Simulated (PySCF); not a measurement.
**NMR shielding calculation of C₇H₁₉NP (charge +1)**

System: C₇H₁₉NP, charge +1.
Method: GIAO PBE0/pcSseg-1 NMR shielding, non-relativistic, IEF-PCM dichloromethane (PySCF 2.14.0).

The geometry comes from this level: PBE0-D3(BJ)/def2-SVP. It belongs to a series of runs on one base structure; here: solvent dichloromethane. Figures and captions count atoms from 1; the log counts them from 0 in places.

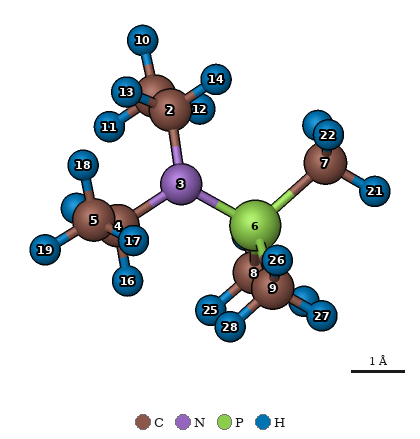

Fig. 1: The input geometry (ball-and-stick view, seen at a tilt; atoms are numbered from 1 in the order of the input). Bond lengths as drawn: C–C 1.52 Å, C–H 1.10 Å, C–N 1.47 Å, C–P 1.79 to 1.80 Å and N–P 1.65 Å.

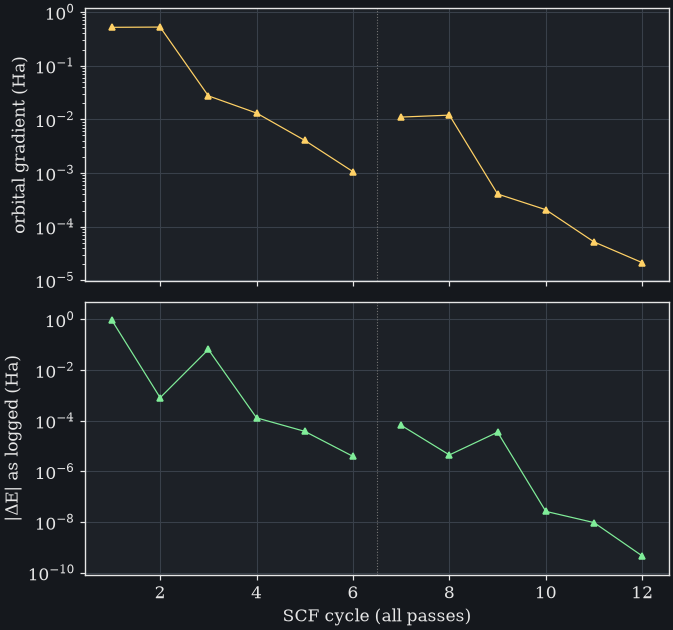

Fig. 2: Convergence of the self-consistent field: orbital gradient and size of the energy change against the SCF cycle. The dotted line marks the change from a coarse to the final integration grid. The first 6 cycles use a coarse grid, the final grid takes over at cycle 7, and the field converges after 12 cycles in all.

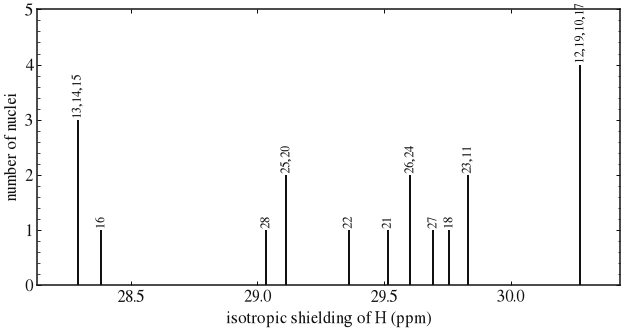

Fig. 3: Isotropic shieldings of the hydrogen nuclei in this fixed geometry, labelled by atom number; shielding grows to the right, so chemical shift grows to the left. The least shielded is H13 (28.3 ppm), the most shielded H17 (30.3 ppm).

The input and output of the run follow.

### Input file
```
{"job": {"kind": "nmr", "xc": "PBE0", "basis": "pcSseg-1", "solvent": "dichloromethane", "pop": false}, "charge": 1, "multiplicity": 1}
C      1.202174     2.114054     1.265011
C      1.425674     1.100260     0.157956
N      0.541758    -0.069357     0.219014
C      0.976390    -1.176088     1.083403
C      1.933123    -2.128721     0.393393
P     -1.027945    -0.023183    -0.286971
C     -1.206543     1.269149    -1.518439
C     -2.203137     0.293943     1.045275
C     -1.466019    -1.599111    -1.034306
H      1.955337     2.913509     1.209676
H      1.283145     1.650696     2.259888
H      0.212013     2.591825     1.192074
H      2.454144     0.710344     0.195494
H      1.336937     1.572995    -0.831688
H      1.437886    -0.743802     1.986547
H      0.092313    -1.723397     1.451826
H      1.460088    -2.620499    -0.469365
H      2.830567    -1.604403     0.033265
H      2.264120    -2.909742     1.093299
H     -0.995537     2.255778    -1.083156
H     -2.244483     1.259485    -1.882581
H     -0.526535     1.082063    -2.361568
H     -3.234948     0.265476     0.664174
H     -2.002116     1.281159     1.485341
H     -2.092429    -0.470941     1.827929
H     -0.811548    -1.787484    -1.896995
H     -2.515020    -1.568759    -1.364305
H     -1.350742    -2.416059    -0.308035
```

The first line tells a small driver script what to run in PySCF; the rest is the geometry in Å.

Launch command:
```bash
OMP_NUM_THREADS=1 python <driver script> task.json out
```

### Log
```
coarse grid: 22072 points
cycle   1  E = -673.4525903888  dE =  9.172e-01  |g| = 5.183e-01  |ddm| = 4.455e+00
cycle   2  E = -673.4517800669  dE =  8.103e-04  |g| = 5.236e-01  |ddm| = 8.616e-01
cycle   3  E = -673.5169218726  dE = -6.514e-02  |g| = 2.739e-02  |ddm| = 4.466e-01
cycle   4  E = -673.5170515866  dE = -1.297e-04  |g| = 1.309e-02  |ddm| = 3.213e-02
cycle   5  E = -673.5170895487  dE = -3.796e-05  |g| = 4.050e-03  |ddm| = 1.491e-02
cycle   6  E = -673.5170934516  dE = -3.903e-06  |g| = 1.059e-03  |ddm| = 4.225e-03
final grid: 203448 points
cycle   7  E = -673.5702362088  dE = -6.568e-05  |g| = 1.102e-02  |ddm| = 4.077e-02
cycle   8  E = -673.5702317587  dE =  4.450e-06  |g| = 1.198e-02  |ddm| = 1.736e-02
cycle   9  E = -673.5702669642  dE = -3.521e-05  |g| = 4.063e-04  |ddm| = 8.783e-03
cycle  10  E = -673.5702669905  dE = -2.626e-08  |g| = 2.070e-04  |ddm| = 4.848e-04
cycle  11  E = -673.5702669999  dE = -9.458e-09  |g| = 5.201e-05  |ddm| = 2.095e-04
cycle  12  E = -673.5702670004  dE = -4.563e-10  |g| = 2.137e-05  |ddm| = 5.865e-05
converged SCF energy = -673.5702670004

GIAO shielding tensors (ppm)
atom      isotropic    diamagn.    paramagn.     s11        s22        s33       span
  0 C      170.152     249.694     -79.542    151.830    172.899    185.727     33.897
  1 C      141.649     247.955    -106.306    117.730    132.919    174.297     56.567
  2 N      213.957     340.234    -126.277    185.827    218.818    237.227     51.401
  3 C      142.681     248.841    -106.160    119.450    135.938    172.656     53.206
  4 C      169.523     247.814     -78.291    149.094    172.463    187.013     37.920
  5 P      276.826     972.970    -696.144    231.919    253.583    344.975    113.055
  6 C      174.034     258.565     -84.531    164.292    170.420    187.390     23.098
  7 C      170.056     258.649     -88.593    150.190    171.089    188.888     38.698
  8 C      170.891     258.388     -87.497    152.177    170.929    189.567     37.391
  9 H       30.294      28.223       2.071     25.586     26.520     38.777     13.191
 10 H       29.834      31.429      -1.596     25.548     28.987     34.967      9.418
 11 H       30.232      32.267      -2.035     25.388     30.671     34.637      9.249
 12 H       28.264      33.078      -4.814     21.955     28.923     33.916     11.961
 13 H       28.299      34.239      -5.940     23.426     28.387     33.083      9.657
 14 H       28.306      33.117      -4.811     22.451     28.765     33.702     11.251
 15 H       28.383      34.451      -6.068     23.062     29.353     32.734      9.672
 16 H       30.323      31.488      -1.165     25.233     30.436     35.301     10.068
 17 H       29.758      30.721      -0.963     24.962     29.063     35.248     10.286
 18 H       30.250      27.848       2.401     25.595     26.548     38.606     13.011
 19 H       29.115      32.555      -3.440     24.169     28.078     35.097     10.928
 20 H       29.514      29.820      -0.306     24.888     26.683     36.971     12.082
 21 H       29.360      32.546      -3.186     25.102     26.695     36.283     11.181
 22 H       29.826      29.944      -0.118     25.173     26.892     37.413     12.241
 23 H       29.626      32.430      -2.804     24.925     28.297     35.657     10.732
 24 H       29.113      32.365      -3.252     24.746     27.881     34.712      9.965
 25 H       29.581      32.414      -2.833     25.698     26.863     36.180     10.482
 26 H       29.694      29.905      -0.211     24.918     26.903     37.262     12.344
 27 H       29.035      32.445      -3.411     24.604     28.115     34.385      9.781
```

### Key numbers

- outcome: converged
- total energy: −673.570267 hartree
- HOMO: −7.65 eV
- LUMO: 0.54 eV
- isotropic shielding, C: 141.6 to 174.0 ppm
- isotropic shielding, N: 214.0 ppm
- isotropic shielding, P: 276.8 ppm
- isotropic shielding, H: 28.3 to 30.3 ppm
- hardware: 1 CPU thread, shared host
- wall time: 1.9 min
- peak memory: 1.5 GiB
